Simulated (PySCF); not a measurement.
```json
{"atom": "C", "x (Å)": "-1.7555", "y (Å)": "-0.1704", "z (Å)": "0.0499"}
{"atom": "C", "x (Å)": "-0.3756", "y (Å)": "0.3676", "z (Å)": "0.0918"}
{"atom": "C", "x (Å)": "0.7437", "y (Å)": "-0.3928", "z (Å)": "-0.1180"}
{"atom": "C", "x (Å)": "2.0492", "y (Å)": "0.0477", "z (Å)": "-0.0954"}
{"atom": "Cl", "x (Å)": "2.4698", "y (Å)": "1.6724", "z (Å)": "0.2114"}
{"atom": "H", "x (Å)": "-1.7590", "y (Å)": "-1.2364", "z (Å)": "-0.1644"}
{"atom": "H", "x (Å)": "-2.2594", "y (Å)": "-0.0006", "z (Å)": "1.0037"}
{"atom": "H", "x (Å)": "-2.3415", "y (Å)": "0.3455", "z (Å)": "-0.7136"}
{"atom": "H", "x (Å)": "-0.2701", "y (Å)": "1.4221", "z (Å)": "0.2997"}
{"atom": "H", "x (Å)": "0.6163", "y (Å)": "-1.4487", "z (Å)": "-0.3228"}
{"atom": "H", "x (Å)": "2.8875", "y (Å)": "-0.6038", "z (Å)": "-0.2682"}
```

Geometry: GFN2-xTB.

These are results of UKS B3LYP, pcH-1 on C Cl H, non-relativistic, mean-field spin-orbit, GIAO (PySCF 2.14.0, density-fitted response routines), not measurements.

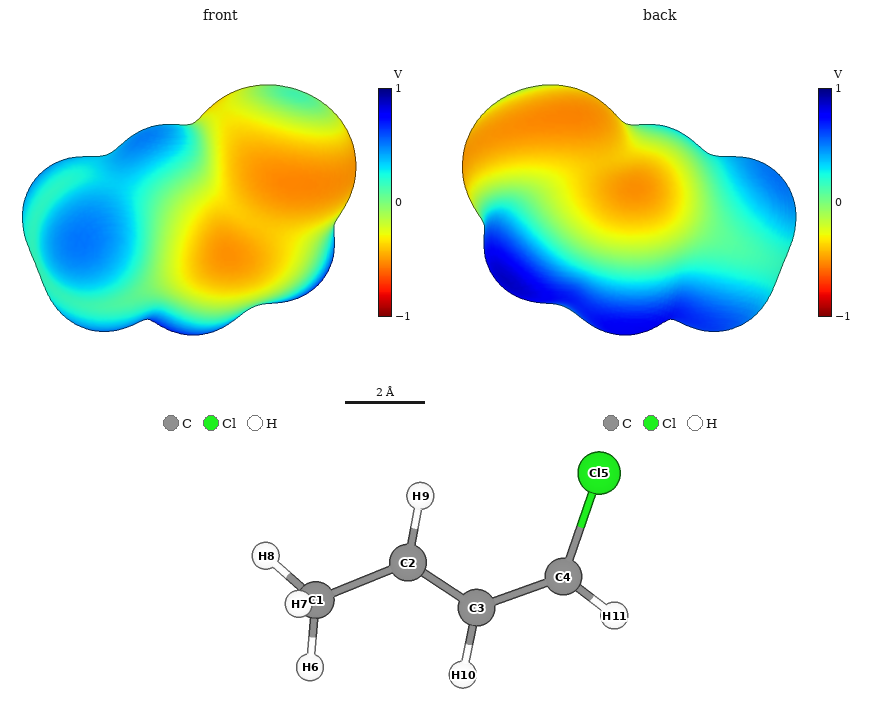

C4H6Cl (doublet). The molecular electrostatic potential painted on the density surface at 0.001 e/bohr³, seen from the front and from behind; red is negative and blue positive. The bare structure is drawn below in the same view.

Question: Describe the electrostatic potential map.

Answer: The most negative region (about −0.5 V) lies over C3 and Cl5, the most positive (about +0.8 V) over H11.
